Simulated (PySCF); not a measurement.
# ClH6N3Ti, SMILES `N[Ti](N)(N)Cl`: electronic structure

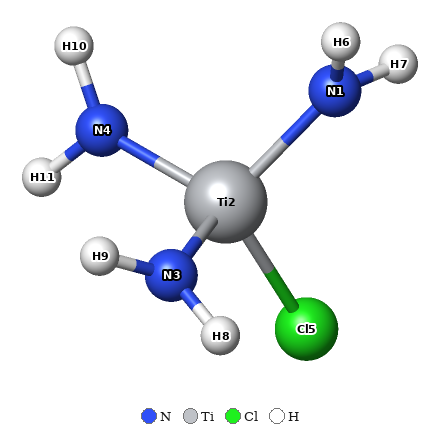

The molecule, with its atoms numbered as below. No frequency check shows the geometry to be a minimum.

Geometry (Å), atoms numbered from 1:

```
N1       0.8728   -1.7114   -0.3801
Ti2      0.2845   -0.0022   -0.0025
N3       0.9163    0.5082    1.6573
N4       0.9396    1.1681   -1.2723
Cl5     -1.8854    0.0257   -0.0016
H6       1.7293   -2.1823   -0.0927
H7       0.3649   -2.3214   -1.0244
H8       0.5145    0.1412    2.5227
H9       1.7617    1.0282    1.8874
H10      1.7594    1.0797   -1.8705
H11      0.5626    2.1129   -1.3747
```

Part 1: Bonding charge

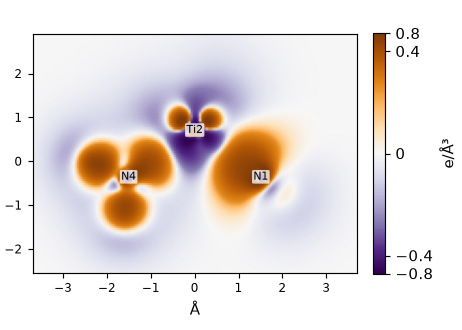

Deformation density (molecule less spherical, spin-averaged free atoms) in the plane of N1, Ti2 and N4; colour scale in e/Å³, logarithmic beyond ±0.1; orange: gain, purple: loss.

Level of theory: ωB97X/def2-TZVP (PySCF), at a geometry from GFN2-xTB. This is a single-reference result, which may miss multireference character in this system.

> Describe the bonding that the map shows.

N1–Ti2: +0.23 e/Å³ at the bond critical point (bond length 1.85 Å, Mayer order 1.0). Ti2–N4: +0.22 e/Å³ at the bond critical point (bond length 1.85 Å, Mayer order 1.1). In all, 2.7 electrons gather in the regions of gain relative to the promolecule.

Part 2: Electrostatic potential

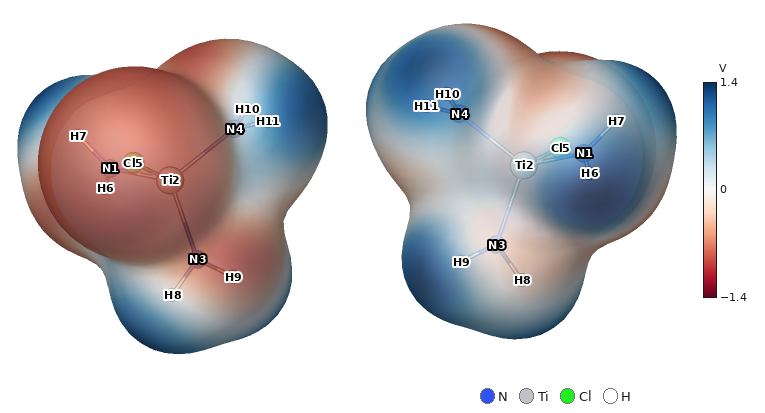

Electrostatic potential on the surface of electron density 0.001 a.u. (back view left, front view right).

> Where are the extremes of the potential on the surface?

Highest: 1.35 V, 1.3 Å from H6. Lowest: −0.87 V, over N3, off the plane of its three bonds (2.1 Å), and at like points elsewhere. The surface is sampled at points, so like sites can differ by a few per cent and only the strongest of them is named.

Part 3: In an electric field

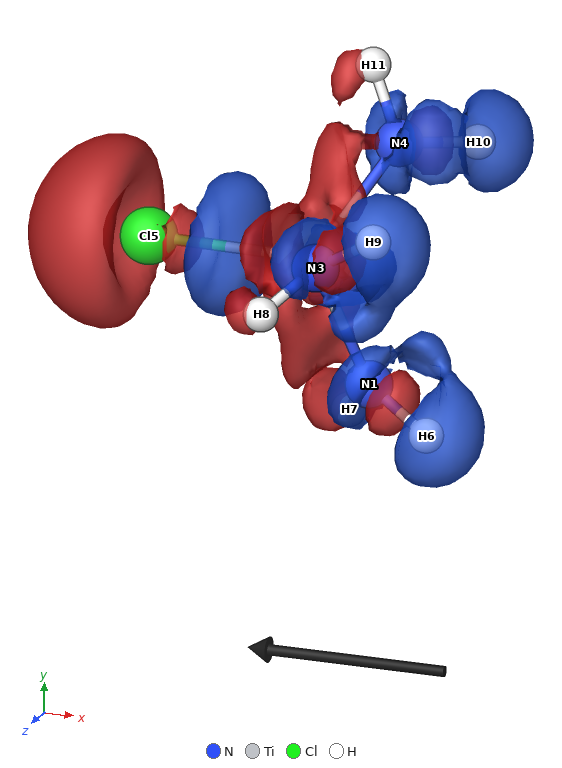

Change of the electron density in a uniform field of 0.21 V/Å along −x (arrow), surfaces at ±0.002 e/Å³ (blue: gain, red: loss).

Method: ωB97X/def2-TZVP; geometry: GFN2-xTB; program: PySCF. This is a single-reference result, which may miss multireference character in this system. A basis without diffuse functions makes polarisabilities too small.

The field was applied in both directions; the picture shows the one opposite to the script's first.

> How large is the response?

The induced dipole is 0.75 D (along the field); α along this axis, from the fields in both directions, is 73 bohr³ (10.9 Å³).

The PySCF runs shown took 52 s and 2 min on 1 thread of Arm Neoverse V2 (shared host).
